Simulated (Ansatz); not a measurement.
## C2H8N2OW: geometry relaxation (part 1 of 2)

System: C2H8N2OW, SMILES C[N]=[W]([CH3])([NH2])=[O].
Method: RKS PBE0-D4/def2-TZVP (Ansatz 0.2.0).

The geometry: PBE-D4/def2-SVP start. Figures and captions count atoms from 1; the log counts them from 0 in places.

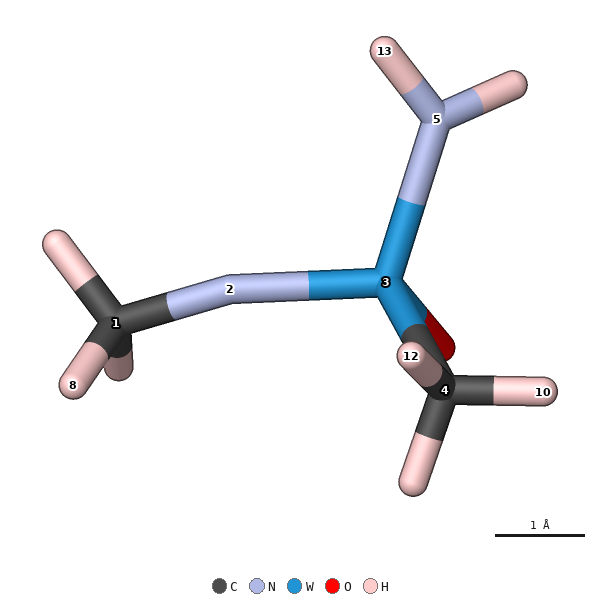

Fig. 1: The structure as given in the input (stick view, seen at a tilt; atoms are numbered from 1 in the order of the input). Sticks mark near contacts.

The input
```yaml
crystal:
  periodic: [false, false, false]
  atoms:
    - {symbol: C, position_ang: [-2.458278, -0.510172, -0.043538]}
    - {symbol: N, position_ang: [-1.088285, -0.191678, 0.191328]}
    - {symbol: W, position_ang: [0.450785, 0.587983, -0.226946]}
    - {symbol: C, position_ang: [1.751225, -1.055175, -0.633529]}
    - {symbol: N, position_ang: [1.114770, 1.577682, 1.337576]}
    - {symbol: O, position_ang: [0.368175, 1.511814, -1.694423]}
    - {symbol: H, position_ang: [-2.870144, -0.008463, -0.949317]}
    - {symbol: H, position_ang: [-2.583877, -1.608604, -0.176129]}
    - {symbol: H, position_ang: [-3.087135, -0.216980, 0.827605]}
    - {symbol: H, position_ang: [2.763695, -0.683644, -0.901807]}
    - {symbol: H, position_ang: [1.367976, -1.657323, -1.483444]}
    - {symbol: H, position_ang: [1.835064, -1.720437, 0.250737]}
    - {symbol: H, position_ang: [0.722504, 1.529744, 2.283031]}
    - {symbol: H, position_ang: [1.700525, 2.416053, 1.247756]}
basis:
  gaussian: {orbitals: def2-TZVP}
hamiltonian: {xc: pbe0, dispersion: d4}
relax: {f_tol: 0.005, max_steps: 150}
```

Run on 4 threads of Arm Neoverse V2, 23 GiB of memory available, shared host.

Launch command:
```bash
ansatz run in.yaml --threads 4 --pin off --events-out ev --progress --plain --max-ram 11315MiB
```

Output
```
Functional definition: PBE0
  name "PBE0"
  cite "Adamo & Barone, J. Chem. Phys. 110, 6158 (1999) doi:10.1063/1.478522"
  cite "Perdew, Burke & Ernzerhof, Phys. Rev. Lett. 77, 3865 (1996) doi:10.1103/PhysRevLett.77.3865"
  parent pbe
  parameter a = 0.25
  parameter kappa = 0.804
  parameter beta = 0.06672455060314922
  exchange = (1 - a)*pbe_x(kappa = kappa, mu = beta*pi^2/3) + a*exact_x
  correlation = pbe_c(beta = beta)
1573 factors; their error is unknown
mean field evaluation 1: about -9029.8316 eV, gradient 1.1e2 eV
mean field evaluation 2: about -8887.4684 eV, gradient 2.9e2 eV
mean field evaluation 4: about -9053.4328 eV, gradient 2.8e1 eV
mean field evaluation 8: about -9054.8362 eV, gradient 5.5e-1 eV
mean field evaluation 16: about -9054.8431 eV, gradient 1.2e-3 eV
mean field -9054.84311721 eV, -332.7593469642 hartree, gradient 4.4e-5 eV, S^2 0.000000; 0 other end points of the search recorded, 0 dependent functions left out
the calculation of the forces begins
reference -9054.84315497 eV, -332.7593483519 hartree; 28, 28 occupied and 215, 215 virtual orbitals, 1573 factors
relax step   1: F+E_penalty+E_count = -9055.11816826 eV  Δ(F+E_penalty+E_count) = +0.000e0 eV  max|allowed force component| = 1.124e0 eV/Å  Δτ_max = 0.0000 Å  (35 SCF iters, accepted)
these checks for a lower state are left out or cut short: starts, cluster_reference, orbital_swaps, neighbouring_geometries, increment
1573 factors; their error is unknown
mean field -9054.91105916 eV, -332.7618437851 hartree, gradient 2.4e-5 eV, S^2 0.000000; 0 other end points of the search recorded, 0 dependent functions left out
the calculation of the forces begins
reference -9054.91109665 eV, -332.7618451627 hartree; 28, 28 occupied and 215, 215 virtual orbitals, 1573 factors
relax step   2: F+E_penalty+E_count = -9055.18957483 eV  Δ(F+E_penalty+E_count) = -7.141e-2 eV  max|allowed force component| = 2.680e-1 eV/Å  Δτ_max = 0.0438 Å  (34 SCF iters, accepted)
these checks for a lower state are left out or cut short: starts, cluster_reference, orbital_swaps, neighbouring_geometries, increment
1573 factors; their error is unknown
mean field evaluation 32: about -9054.9166 eV, gradient 3.9e-1 eV
mean field -9054.91684609 eV, -332.7620564509 hartree, gradient 1.9e-5 eV, S^2 0.000000; 0 other end points of the search recorded, 0 dependent functions left out
the calculation of the forces begins
reference -9054.91688352 eV, -332.7620578262 hartree; 28, 28 occupied and 215, 215 virtual orbitals, 1573 factors
relax step   3: F+E_penalty+E_count = -9055.19495847 eV  Δ(F+E_penalty+E_count) = -5.384e-3 eV  max|allowed force component| = 7.260e-2 eV/Å  Δτ_max = 0.0152 Å  (37 SCF iters, accepted)
these checks for a lower state are left out or cut short: starts, cluster_reference, orbital_swaps, neighbouring_geometries, increment
1573 factors; their error is unknown
mean field -9054.91731382 eV, -332.7620736395 hartree, gradient 1.6e-5 eV, S^2 0.000000; 0 other end points of the search recorded, 0 dependent functions left out
the calculation of the forces begins
reference -9054.91735123 eV, -332.7620750143 hartree; 28, 28 occupied and 215, 215 virtual orbitals, 1573 factors
relax step   4: F+E_penalty+E_count = -9055.19528478 eV  Δ(F+E_penalty+E_count) = -3.263e-4 eV  max|allowed force component| = 2.973e-2 eV/Å  Δτ_max = 0.0082 Å  (39 SCF iters, accepted)
these checks for a lower state are left out or cut short: starts, cluster_reference, orbital_swaps, neighbouring_geometries, increment
1573 factors; their error is unknown
mean field -9054.91745814 eV, -332.7620789433 hartree, gradient 1.6e-5 eV, S^2 0.000000; 0 other end points of the search recorded, 0 dependent functions left out
the calculation of the forces begins
reference -9054.91749555 eV, -332.7620803180 hartree; 28, 28 occupied and 215, 215 virtual orbitals, 1573 factors
relax step   5: F+E_penalty+E_count = -9055.19542154 eV  Δ(F+E_penalty+E_count) = -1.368e-4 eV  max|allowed force component| = 2.034e-2 eV/Å  Δτ_max = 0.0034 Å  (39 SCF iters, accepted)
these checks for a lower state are left out or cut short: starts, cluster_reference, orbital_swaps, neighbouring_geometries, increment
1573 factors; their error is unknown
mean field -9054.91760409 eV, -332.7620843066 hartree, gradient 1.6e-5 eV, S^2 0.000000; 0 other end points of the search recorded, 0 dependent functions left out
the calculation of the forces begins
reference -9054.91764149 eV, -332.7620856813 hartree; 28, 28 occupied and 215, 215 virtual orbitals, 1573 factors
relax step   6: F+E_penalty+E_count = -9055.19554102 eV  Δ(F+E_penalty+E_count) = -1.195e-4 eV  max|allowed force component| = 1.199e-2 eV/Å  Δτ_max = 0.0068 Å  (38 SCF iters, accepted)
these checks for a lower state are left out or cut short: starts, cluster_reference, orbital_swaps, neighbouring_geometries, increment
1573 factors; their error is unknown
mean field evaluation 64: about -9054.9177 eV, gradient 1.6e-5 eV
mean field -9054.91774249 eV, -332.7620893929 hartree, gradient 1.6e-5 eV, S^2 0.000000; 0 other end points of the search recorded, 0 dependent functions left out
the calculation of the forces begins
reference -9054.91777991 eV, -332.7620907679 hartree; 28, 28 occupied and 215, 215 virtual orbitals, 1573 factors
relax step   7: F+E_penalty+E_count = -9055.19562333 eV  Δ(F+E_penalty+E_count) = -8.231e-5 eV  max|allowed force component| = 1.209e-2 eV/Å  Δτ_max = 0.0209 Å  (36 SCF iters, accepted)
these checks for a lower state are left out or cut short: starts, cluster_reference, orbital_swaps, neighbouring_geometries, increment
1573 factors; their error is unknown
mean field -9054.91777496 eV, -332.7620905861 hartree, gradient 1.6e-5 eV, S^2 0.000000; 0 other end points of the search recorded, 0 dependent functions left out
the calculation of the forces begins
reference -9054.91781238 eV, -332.7620919612 hartree; 28, 28 occupied and 215, 215 virtual orbitals, 1573 factors
relax step   8: F+E_penalty+E_count = -9055.19564219 eV  Δ(F+E_penalty+E_count) = -1.885e-5 eV  max|allowed force component| = 5.364e-3 eV/Å  Δτ_max = 0.0069 Å  (39 SCF iters, accepted)
these checks for a lower state are left out or cut short: starts, cluster_reference, orbital_swaps, neighbouring_geometries, increment
1573 factors; their error is unknown
mean field -9054.91777977 eV, -332.7620907627 hartree, gradient 1.6e-5 eV, S^2 0.000000; 0 other end points of the search recorded, 0 dependent functions left out
the calculation of the forces begins
reference -9054.91781719 eV, -332.7620921378 hartree; 28, 28 occupied and 215, 215 virtual orbitals, 1573 factors
relax step   9: F+E_penalty+E_count = -9055.19564663 eV  Δ(F+E_penalty+E_count) = -4.445e-6 eV  max|allowed force component| = 3.997e-3 eV/Å  Δτ_max = 0.0023 Å  (39 SCF iters, accepted)
1573 factors; their error is unknown
mean field evaluation 96: about -9054.9068 eV, gradient 2.0e-2 eV
```

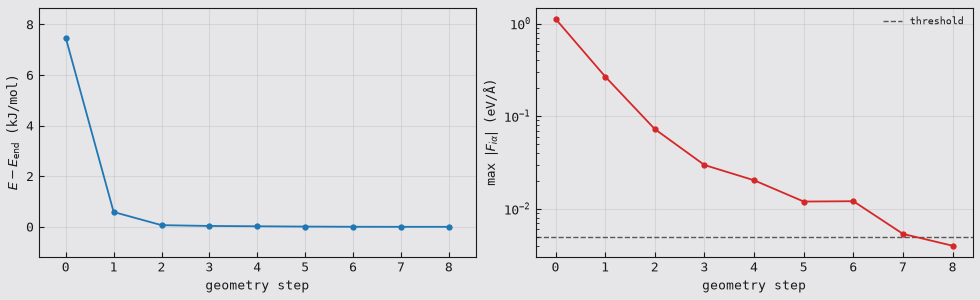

Fig. 2: Progress of the relaxation, step by step (the first geometry is step 0 here and step 1 in the log).

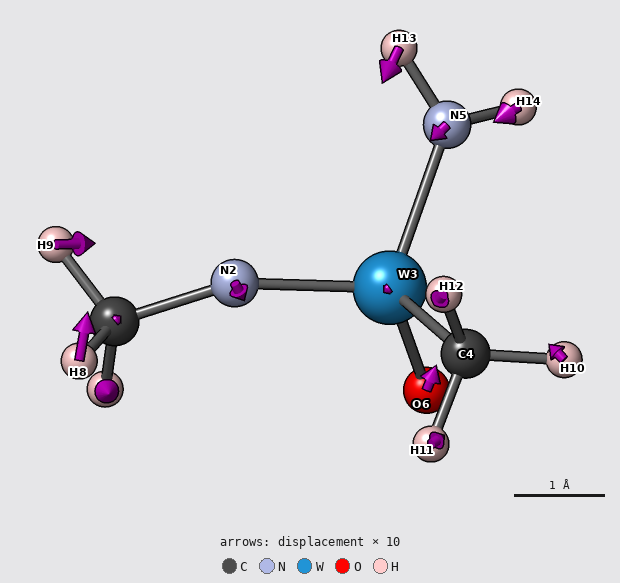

Fig. 3: The starting structure with the displacements as pink arrows, magnified 10 times (ball-and-stick view, seen at a tilt). The two geometries are laid on each other by the best rigid fit. After 8 geometry steps the energy has fallen by 7.48 kJ/mol. The largest force component goes from 1.1 to 0.004 eV/Å. H8 moves most after the best rigid fit: 0.057 Å. By element the largest moves are H 0.057 Å, O 0.032 Å, N 0.028 Å, C 0.010 Å, W 0.010 Å. Among the contacts that change: W3–O6 1.736 → 1.714 Å, N2–W3 1.775 → 1.753 Å, C1–H7 1.114 → 1.096 Å, C4–H10 1.111 → 1.094 Å. (Atoms are counted from 1 in the order of the input.)

```
mean field -9054.91777977 eV, -332.7620907627 hartree, gradient 1.6e-5 eV, S^2 0.000000; 1 other end points of the search recorded, 0 dependent functions left out
the calculation of the forces begins
reference -9054.91781719 eV, -332.7620921378 hartree; 28, 28 occupied and 215, 215 virtual orbitals, 1573 factors
Total energy: -9055.19568405 eV, -332.7723035568 hartree
Atom 0 at    -2.449980    -0.506732    -0.038472 Å, force     0.000516     0.000317    -0.000651 eV/Å
Atom 1 at    -1.083539    -0.181273     0.166314 Å, force    -0.000819    -0.002707     0.000678 eV/Å
Atom 2 at     0.443291     0.583311    -0.231056 Å, force     0.000493     0.001841    -0.003997 eV/Å
Atom 3 at     1.747090    -1.048935    -0.634507 Å, force     0.000557    -0.000812     0.000276 eV/Å
Atom 4 at     1.096152     1.562188     1.324143 Å, force     0.000602     0.001303     0.002832 eV/Å
Atom 5 at     0.383467     1.517096    -1.666814 Å, force    -0.000839    -0.000697     0.002517 eV/Å
Atom 6 at    -2.854223    -0.045054    -0.946161 Å, force     0.000447    -0.000573     0.000347 eV/Å
Atom 7 at    -2.569179    -1.592256    -0.123322 Å, force     0.000056     0.001506     0.000316 eV/Å
Atom 8 at    -3.053134    -0.176941     0.814358 Å, force    -0.000291     0.000150    -0.000528 eV/Å
Atom 9 at     2.746423    -0.678227    -0.882867 Å, force    -0.000455     0.000161     0.000356 eV/Å
Atom 10 at     1.379032    -1.635078    -1.480145 Å, force    -0.000364     0.000043    -0.000102 eV/Å
Atom 11 at     1.817046    -1.707471     0.234831 Å, force     0.000189    -0.000048    -0.000223 eV/Å
Atom 12 at     0.706299     1.496480     2.251979 Å, force    -0.000280    -0.000194    -0.000681 eV/Å
Atom 13 at     1.678257     2.383692     1.240619 Å, force     0.000189    -0.000289    -0.001137 eV/Å
Dipole moment:    -0.000065    -0.057663     0.604633 e Å
```
